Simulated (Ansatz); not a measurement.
Pyrite RuS2, treated with PBEsol-D3(BJ) (plane waves, PAW; Ansatz, an electronic-structure program).

Run with plane-wave cutoff 520 eV, 6×6×6 k mesh, Fermi–Dirac smearing 0.01 eV, no spin polarisation, scalar-relativistic PAW data made under PBE.

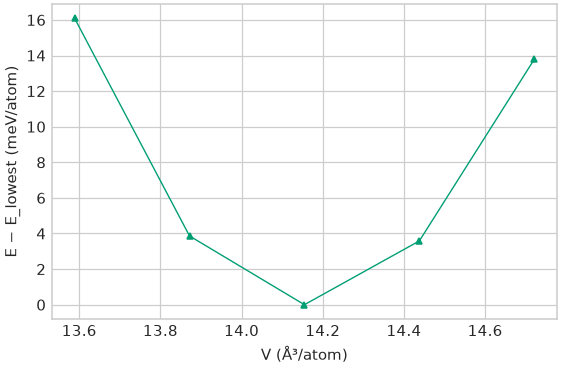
*Total energy against volume*

**Question.** From the curve, estimate the equilibrium volume and the bulk modulus.

**Answer.** V0 ≈ 14.2 Å³/atom and B0 ≈ 210 GPa; the fit gives V0 = 14.155 Å³/atom, B0 = 210 GPa, B′ = 4.8.

Shape and atoms are relaxed at each volume.

Measured, for comparison: equilibrium volume per atom 14.71 Å³/atom (temperature not stated, not corrected to a static lattice; as tabulated in Wikipedia's data pages). Computed (rounded) less measured: equilibrium volume per atom -3.8 %.

Note: the bulk modulus comes from volumes at which shape and atoms were relaxed.

Computing time: around 9 core-minutes (rough).
